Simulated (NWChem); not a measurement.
**SiH3OF (SMILES O[SiH2]F): CAM-B3LYP/6-31+G(d) (spherical functions)**

What is the vertical ionisation energy of SiH3OF at CAM-B3LYP/6-31+G* (spherical functions)? 

Program for the calculation: NWChem 7.3.0.

### 1 Starting point

SiH3OF has 6 atoms, charge 0, and is taken as a singlet. SMILES: `O[SiH2]F`. The coordinates come from a PBE0-D4/def2-TZVP relaxation. This is one conformer, not always the lowest.

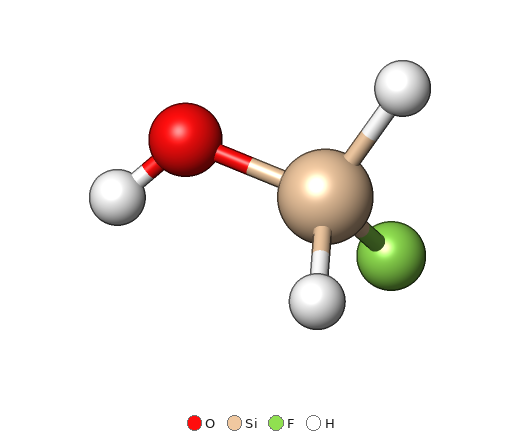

The structure, seen from a chosen angle (oxygen red, silicon light orange, fluorine green, hydrogen white).

### 2 A single-point energy at CAM-B3LYP/6-31+G(d) (spherical functions)

Input file mymol.nw:

```
start mymol
memory 2200 mb

geometry units angstrom noautosym nocenter noautoz
   O     -0.853500    -0.209200    -0.924100
   Si     0.378300    -0.009300     0.123900
   F      0.180800    -0.922800     1.417800
   H     -1.714200     0.150200    -0.705600
   H      1.595600    -0.458500    -0.575800
   H      0.455100     1.385600     0.617600
end

basis spherical bse
   O library 6-31+G*
   Si library 6-31+G*
   F library 6-31+G*
   H library 6-31+G*
end

dft
   xc xcamb88 1.00 lyp 0.81 vwn_5 0.19 hfexch 1.00
   cam 0.33 cam_alpha 0.19 cam_beta 0.46
   mult 1
   grid fine
   convergence energy 1e-08
   direct
   maxiter 100
   mulliken
   print low
end

task dft energy
```

Started as:

```bash
$ nwchem mymol.nw > mymol.out
```

Standard output:

```text
[...]
 d= 0,ls=0.0,diis     1   -466.3293584223 -5.86D+02  1.52D-02  7.23D-01     1.6
[...]
 d= 0,ls=0.0,diis     9   -466.4060242515 -3.93D-10  2.88D-07  4.74D-11    13.0
         Total DFT energy =     -466.406024251527
      One electron energy =     -883.573938063831
           Coulomb energy =      338.776663514394
    Exchange-Corr. energy =      -41.137188164704
 Nuclear repulsion energy =      119.528438462613
[...]
      Total Density - Mulliken Population Analysis
     ---------------------------------------------
    Atom       Charge   Shell Charges
 -----------   ------   -------------------------------------------------------
    1 O    8     8.74   2.00  0.89  2.97  0.95  1.79 -0.07  0.19  0.02
    2 Si  14    13.29   2.00  2.00  5.96  0.89  1.61  0.32  0.08  0.04  0.05  0.35
    3 F    9     9.31   2.00  0.92  3.33  1.05  1.97 -0.12  0.15  0.01
    4 H    1     0.51   0.46  0.04
    5 H    1     1.07   0.51  0.56
    6 H    1     1.08   0.51  0.57
[...]
```

It took 14 s on 1 thread of Intel Xeon Platinum 8488C (Sapphire Rapids), shared host; peak memory 0.11 GiB.

### 3 The doublet cation at the same level

Input file fh3osi.nw:

```
start fh3osi
title "FH3OSi energy"
memory stack 880 mb heap 220 mb global 1100 mb
charge 1

geometry noautosym nocenter noautoz
  O       -0.853500      -0.209200      -0.924100
  Si       0.378300      -0.009300       0.123900
  F        0.180800      -0.922800       1.417800
  H       -1.714200       0.150200      -0.705600
  H        1.595600      -0.458500      -0.575800
  H        0.455100       1.385600       0.617600
end

basis spherical bse
  O library 6-31+G*
  Si library 6-31+G*
  F library 6-31+G*
  H library 6-31+G*
end

dft
  xc xcamb88 1.00 lyp 0.81 vwn_5 0.19 hfexch 1.00
  cam 0.33 cam_alpha 0.19 cam_beta 0.46
  mult 2
  grid fine
  convergence energy 1e-08
  direct
  iterations 100
  mulliken
  noprint "final vectors analysis"
end

task dft
```

Started as:

```bash
$ nwchem fh3osi.nw > fh3osi.out
```

Standard output:

```text
[...]
          Wavefunction type:  spin polarized.
          No. of atoms     :     6
          No. of electrons :    33
[...]
          Charge           :     1
          Spin multiplicity:     2
[...]
          AO basis - number of functions:    64
[...]
              XC Information
              --------------
                     Hartree-Fock (Exact) Exchange  1.000
                   CAM-Becke88 Exchange Functional  1.000
                      VWN V Correlation Functional  0.190 local
              Lee-Yang-Parr Correlation Functional  0.810
[...]
 d= 0,ls=0.0,diis     1   -465.6767290076 -5.85D+02  1.60D-02  7.13D-01     1.8
[...]
 d= 0,ls=0.5,diis    45   -465.9580596287 -5.89D-09  5.32D-07  3.89D-09    74.7
[...]
         Total DFT energy =     -465.958059631094
      One electron energy =     -874.167898375652
           Coulomb energy =      329.430931861573
    Exchange-Corr. energy =      -40.749531579628
 Nuclear repulsion energy =      119.528438462613
[...]
      Total Density - Mulliken Population Analysis
     ---------------------------------------------
    Atom       Charge   Shell Charges
 -----------   ------   -------------------------------------------------------
    1 O    8     8.51   2.00  0.91  2.93  0.94  1.68 -0.08  0.11  0.02
    2 Si  14    13.20   2.00  2.00  5.96  0.96  1.60  0.28  0.06  0.01  0.02  0.33
    3 F    9     9.18   2.00  0.93  3.30  1.05  1.92 -0.13  0.10  0.01
    4 H    1     0.43   0.44 -0.00
    5 H    1     0.86   0.46  0.40
    6 H    1     0.81   0.44  0.37
[...]
      <S2> =      0.7627 (Exact =     0.7500)
[...]
```

Run time: 77 s. Hardware: 1 thread of Intel Xeon Platinum 8488C (Sapphire Rapids), shared host; peak memory 0.11 GiB.

### 4 Results

At CAM-B3LYP/6-31+G* (spherical functions):

| quantity | value |
| --- | --- |
| singlet SiH3OF: total energy | -466.40602 Eh |
| doublet cation: total energy | -465.95806 Eh |
| doublet cation: ⟨S²⟩ | 0.763 |
| vertical ionisation energy (to the doublet cation) | 12.190 eV |

What this shows: Removing an electron at fixed nuclei costs 12.19 eV (281 kcal/mol).
